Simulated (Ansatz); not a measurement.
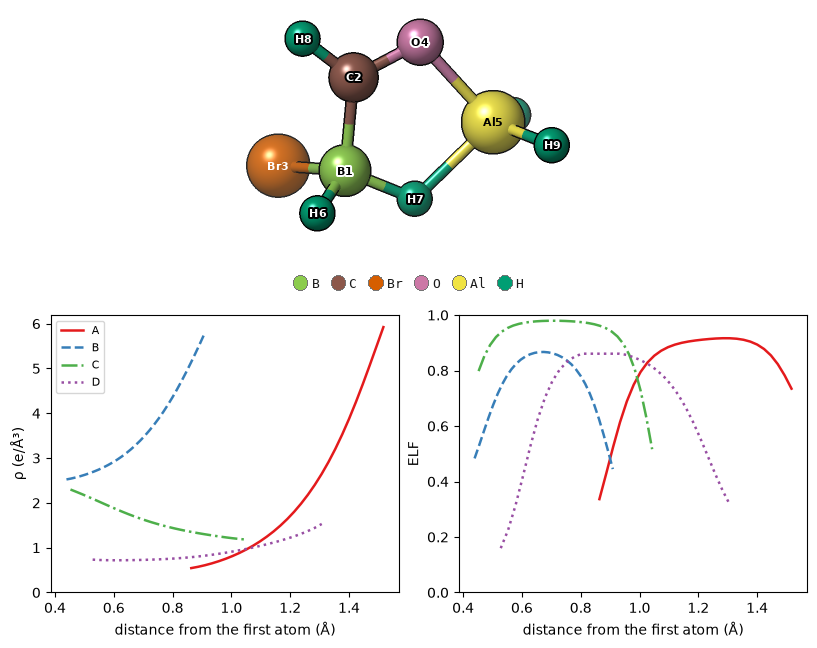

The picture shows: CH$_{5}$AlBBrO. Total electron density and electron localisation function along straight lines between neighbouring atoms. The curves leave out the atomic cores. The structure is drawn too.

Geometry: PBE0-D4/def2-TZVP.

Theory: RKS PBE0-D4/def2-TZVPP in Ansatz.

```json
{"atom": "B", "x (Å)": "-0.0703", "y (Å)": "-0.4838", "z (Å)": "1.0276"}
{"atom": "C", "x (Å)": "-1.0799", "y (Å)": "-0.5416", "z (Å)": "-0.1787"}
{"atom": "Br", "x (Å)": "0.7647", "y (Å)": "-2.3074", "z (Å)": "0.8797"}
{"atom": "O", "x (Å)": "-0.8621", "y (Å)": "0.1249", "z (Å)": "-1.2184"}
{"atom": "Al", "x (Å)": "0.6984", "y (Å)": "1.0958", "z (Å)": "-0.8904"}
{"atom": "H", "x (Å)": "-0.5094", "y (Å)": "-0.2288", "z (Å)": "2.1104"}
{"atom": "H", "x (Å)": "0.8255", "y (Å)": "0.3846", "z (Å)": "0.7692"}
{"atom": "H", "x (Å)": "-1.9571", "y (Å)": "-1.2020", "z (Å)": "-0.2071"}
{"atom": "H", "x (Å)": "0.3515", "y (Å)": "2.6074", "z (Å)": "-0.6123"}
{"atom": "H", "x (Å)": "1.9218", "y (Å)": "0.4999", "z (Å)": "-1.6772"}
```

Which curve belongs to which contact (Al–O, B–Br, C–B and C–O)? The first atom named is at distance zero.

Answer. Curve A: Al–O (1.87 Å): ρ at the midpoint is about 0.65 e/Å³; the ELF peaks at about 0.90 in the valence shell of O, 0.6 Å from its nucleus, and is about 0.60 at the midpoint. Curve B: C–O (1.25 Å): ρ is about 3 e/Å³ halfway; the ELF peaks at about 0.85 between the atoms: a polar covalent bond. Curve C: C–B (1.57 Å): the density is about 1.5 e/Å³ at the midpoint; the ELF peaks at about 1 between the atoms, as expected for a covalent bond. Curve D: B–Br (2.01 Å): the density is about 0.92 e/Å³ at the midpoint, with its minimum of 0.72 e/Å³ about 0.6 Å from B; the ELF peaks at about 0.85 between the atoms (a polar covalent bond).
